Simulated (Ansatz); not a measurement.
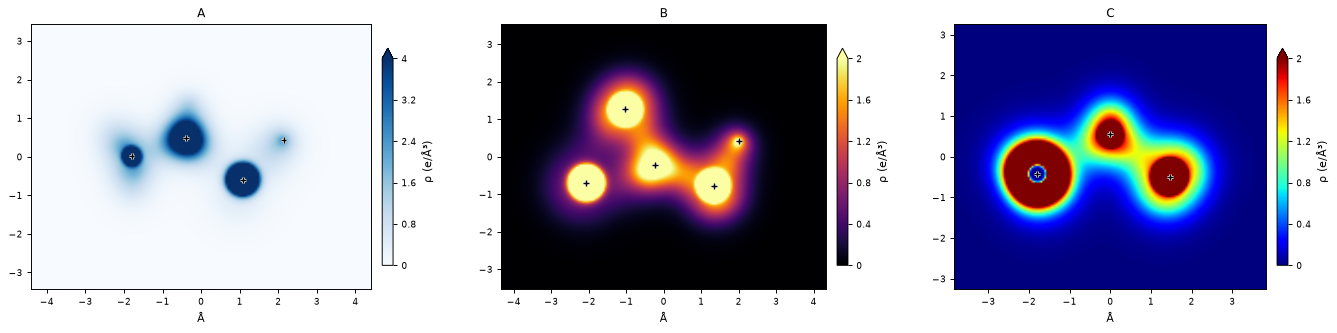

The electron density of 3 systems, each on a plane through atoms (crosses mark nuclei in the plane).

The calculation used Ansatz, isolated molecule in a Gaussian basis; Kohn-Sham density functional theory, functional PBE0.

System 1: CHS₂Si (SMILES SC1=[Si]=[S+]1) (charge +1), the molecular plane. Geometry: B3LYP-D3(BJ)/def2-SVP.

```xyz
5

C    -2.3084    0.5645   -0.2807
S    -2.3343    1.9740    0.6002
S    -1.3513   -0.1433   -1.4760
Si   -3.1715   -1.1006   -0.6092
H    -1.2251    2.5879    0.0912
```

System 2: CH₇OSi (SMILES C[OH+][SiH3]) (charge +1), the plane of atoms C1, O2 and Si3. Geometry: B3LYP-D3(BJ)/def2-SVP.

```xyz
10

C    -0.1035    1.2553    0.6530
O    -0.5417   -0.1581    0.6244
Si   -2.2746   -0.7405    0.7404
H    -0.8429    1.7931    1.2577
H     0.8796    1.2842    1.1370
H    -0.0719    1.6359   -0.3755
H     0.1417   -0.7631    0.2814
H    -2.9213   -0.1774   -0.4613
H    -2.6999   -0.1424    2.0194
H    -2.0493   -2.1981    0.7293
```

System 3: CH₃AuS (SMILES S[CH2][Au]), the plane of atoms Au2, C1 and S3. Geometry: B3LYP-D3(BJ)/def2-SVP; core potentials replace the inner electrons of Au.

```yaml
atoms:
  - { symbol: C, position_ang: [1.4425, 0.5943, -1.0989] }
  - { symbol: Au, position_ang: [2.6816, 0.2257, 0.4925] }
  - { symbol: S, position_ang: [1.5198, -0.5892, -2.4523] }
  - { symbol: H, position_ang: [0.4317, 0.6757, -0.6787] }
  - { symbol: H, position_ang: [1.7613, 1.5660, -1.5007] }
  - { symbol: H, position_ang: [0.8607, -1.5977, -1.8373] }
```

> Which map belongs to which system?

Panel A is system 2, CH₇OSi: the plane holds C, O, Si and H. C–O (1.48 Å): ρ at the midpoint is about 1.7 e/Å³, with its minimum of 1.4 e/Å³ about 0.5 Å from C. Panel B is system 1, CHS₂Si: the plane holds C, S, Si and H. C–S (1.66 Å): ρ is about 1.6 e/Å³ halfway. Panel C is system 3, CH₃AuS: the plane holds C, Au and S. C–S (1.80 Å): ρ at the midpoint is about 1.3 e/Å³.
